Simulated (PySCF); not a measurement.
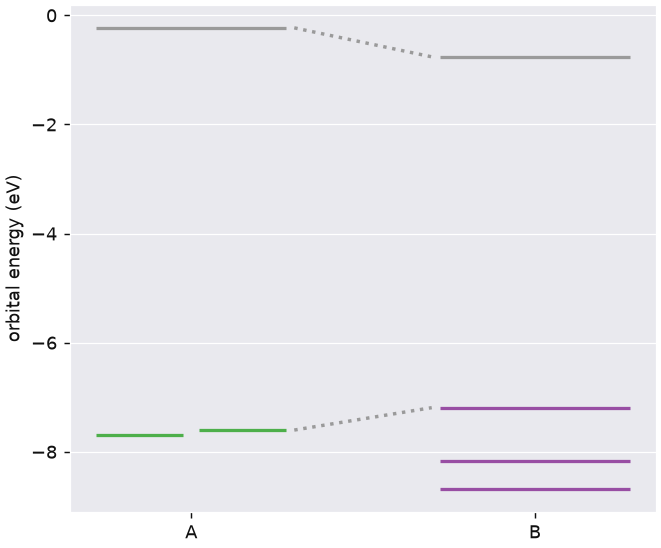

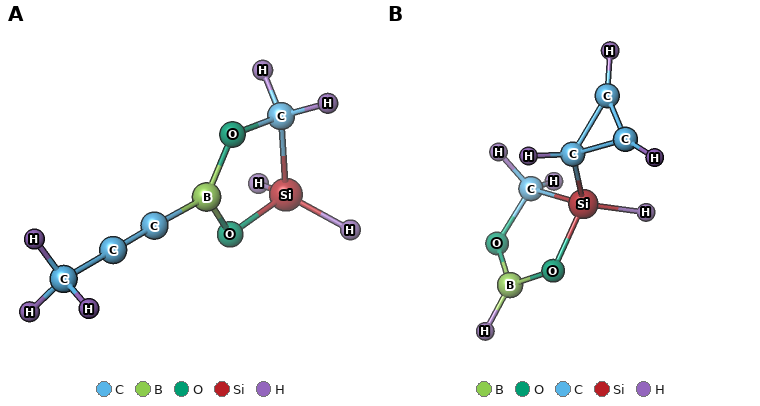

Related molecules: A is C₄H₇BO₂Si, SMILES CC#CB1OC[SiH2]O1; B is C₄H₇BO₂Si, SMILES B1OC[Si@@H](C2C=C2)O1. Frontier orbital energies, PBE0/def2-SVPD with PySCF 2.14.0, at a GFN2-xTB geometry (no frequency check); drawn are at most three filled levels and, in grey, the LUMO with any level within 0.03 eV of it; dotted lines join the HOMOs and the LUMOs.

Question: What does the change do to the frontier levels?

Answer: From A to B the HOMO rises by 0.41 eV and the LUMO falls by 0.53 eV, so the separation goes from 7.37 to 6.43 eV.

Caveats, for all or some of the runs: one conformer of a flexible molecule; the tight-binding geometry is rougher than a DFT one and adds to the error.
